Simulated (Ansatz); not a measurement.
**CH₂OSi (SMILES C#[Si]O): one structure at several levels**

How do the functionals fare away from a minimum? The structure is a structure displaced at random from a GFN2-xTB minimum.

Method: single points in def2-TZVPP; program: Ansatz 0.2.0, Gaussian basis.

Cores are frozen in the correlated methods. B3LYP uses VWN-RPA correlation.

## Step 1: Starting geometry

SMILES `C#[Si]O`, 5 atoms, charge 0, spin multiplicity 1.

Atoms are counted from 1 here; the program's logs count them from 0.

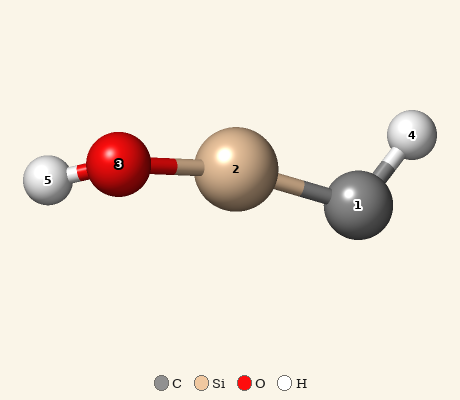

As it starts; carbon grey, silicon light orange, oxygen red, hydrogen white; atoms are numbered from 1 in the order of the file.

As a file:

```mol
CH2OSi
  3D, bonds by distance, orders not assigned

  5  4  0  0  0  0  0  0  0  0999 V2000
   -0.8985    1.1419    0.7473 C   0  0
    0.0350   -0.0229    0.0496 Si  0  0
    1.2649   -0.8641   -0.6297 O   0  0
   -1.7703    0.7734    1.3737 H   0  0
    1.4023   -1.0787   -1.5125 H   0  0
  1  2  8  0
  1  4  8  0
  2  3  8  0
  3  5  8  0
M  END
```

## Step 2: CCSD(T)/def2-TZVPP

File run/in.yaml:

```yaml
crystal:
  periodic: [false, false, false]
  atoms:
    - {symbol: C, position_ang: [-0.898500, 1.141900, 0.747300]}
    - {symbol: Si, position_ang: [0.035000, -0.022900, 0.049600]}
    - {symbol: O, position_ang: [1.264900, -0.864100, -0.629700]}
    - {symbol: H, position_ang: [-1.770300, 0.773400, 1.373700]}
    - {symbol: H, position_ang: [1.402300, -1.078700, -1.512500]}
basis:
  gaussian: {orbitals: def2-TZVPP}
correlation: {method: ccsd_t}
output: {forces: true}
```

The command line of these runs was not kept.

## Step 3: PBE0-D4/def2-TZVPP

run/in.yaml, as its differences from that of step 2:

```diff
@@ -10,3 +10,3 @@
   gaussian: {orbitals: def2-TZVPP}
-correlation: {method: ccsd_t}
-output: {forces: true}
+hamiltonian: {xc: pbe0, dispersion: d4}
+output: {forces: true, orbitals: {seedname: orbitals}}
```

## Step 4: wB97M-V/def2-TZVPP

run/in.yaml, as its differences from that of step 3:

```diff
@@ -10,3 +10,3 @@
   gaussian: {orbitals: def2-TZVPP}
-hamiltonian: {xc: pbe0, dispersion: d4}
-output: {forces: true, orbitals: {seedname: orbitals}}
+hamiltonian: {xc: {name: wB97M-V}}
+output: {forces: true}
```

## Step 5: r2SCAN-D4/def2-TZVPP

run/in.yaml, as its differences from that of step 4:

```diff
@@ -10,3 +10,3 @@
   gaussian: {orbitals: def2-TZVPP}
-hamiltonian: {xc: {name: wB97M-V}}
+hamiltonian: {xc: r2scan, dispersion: d4}
 output: {forces: true}
```

## Step 6: PBE-D4/def2-TZVPP

run/in.yaml, as its differences from that of step 5:

```diff
@@ -10,3 +10,3 @@
   gaussian: {orbitals: def2-TZVPP}
-hamiltonian: {xc: r2scan, dispersion: d4}
+hamiltonian: {xc: pbe, dispersion: d4}
 output: {forces: true}
```

## Step 7: CAM-B3LYP-D4/def2-TZVPP

run/in.yaml, as its differences from that of step 6:

```diff
@@ -10,3 +10,3 @@
   gaussian: {orbitals: def2-TZVPP}
-hamiltonian: {xc: pbe, dispersion: d4}
+hamiltonian: {xc: {name: CAM-B3LYP}, dispersion: d4}
 output: {forces: true}
```

## Step 8: B3LYP-D4/def2-TZVPP

run/in.yaml, as its differences from that of step 7:

```diff
@@ -10,3 +10,3 @@
   gaussian: {orbitals: def2-TZVPP}
-hamiltonian: {xc: {name: CAM-B3LYP}, dispersion: d4}
+hamiltonian: {xc: {name: B3LYP}, dispersion: d4}
 output: {forces: true}
```

(Steps that only read results are left out.)

**Question.** What will these runs give? Wanted: energy less free atoms, CCSD(T)/def2-TZVPP; RMS force component; RMS force error; HOMO and LUMO, PBE0-D4; T1 diagnostic.

As calculated:

```
                                  quantity                                                                                                 value
energy less free atoms, CCSD(T)/def2-TZVPP                                                                                       -384.6 kcal/mol
                       RMS force component                                                                  1.122 to 1.236 eV/Å over the methods
                           RMS force error  PBE0-D4 0.282, wB97M-V 0.365, r2SCAN-D4 0.218, PBE-D4 0.262, CAM-B3LYP-D4 0.419, B3LYP-D4 0.243 eV/Å
                    HOMO and LUMO, PBE0-D4                                                                                    -6.41 and -2.35 eV
                             T1 diagnostic                                                                                                 0.022
```

**Reading.** Against CCSD(T) the functionals' energies less atoms differ by -26.6 to -5.1 kcal/mol, PBE-D4 by -26.6 kcal/mol. A larger basis would deepen the CCSD(T) value, while the functionals are nearly converged already, so the order here is not reliable. The forces of r2SCAN-D4 come nearest to CCSD(T), those of CAM-B3LYP-D4 are farthest. Frozen-core CCSD(T) forces in triple zeta carry basis errors of their own, and this is one geometry, so small gaps rank nothing. The restricted Hartree–Fock reference is unstable towards an unrestricted one at one or more of these structures.
